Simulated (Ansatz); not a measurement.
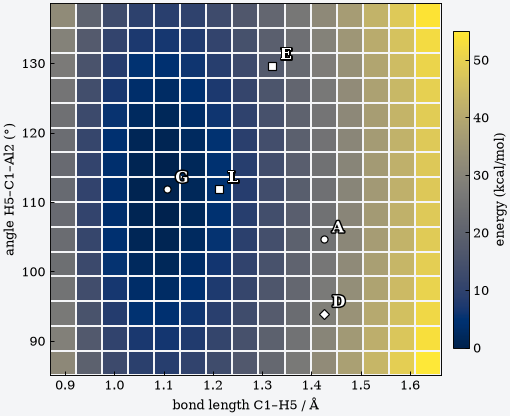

CH3AlF2, SMILES [CH3][Al]([F])[F]. 
- Coordinates scanned: (1) bond length C1–H5; (2) angle H5–C1–Al2.
- Nothing is relaxed (all other coordinates rigid).
- The scan uses a 15 × 15 grid.
- Points are written as (first, second).
- Energies are in kcal/mol, from the lowest grid point.
- The reference is spin-restricted, which grows unreliable where a bond is stretched far.
- Method: RKS PBE0-D4/def2-TZVP in Ansatz.

In the figure: one coloured cell a grid point, lettered points.

Is A the lowest point of the computed grid?

Answer. No. A lies 25.0 kcal/mol above the lowest grid point, which is at (1.107 Å, 111.8°).

What kind of point is each of A, D, E, G, L: minimum, saddle, maximum or slope?

Answer. A: on a slope; D: on a slope; E: on a slope; G: minimum; L: on a slope. (In these two coordinates alone; a stationary point may lie a little off the grid point.)
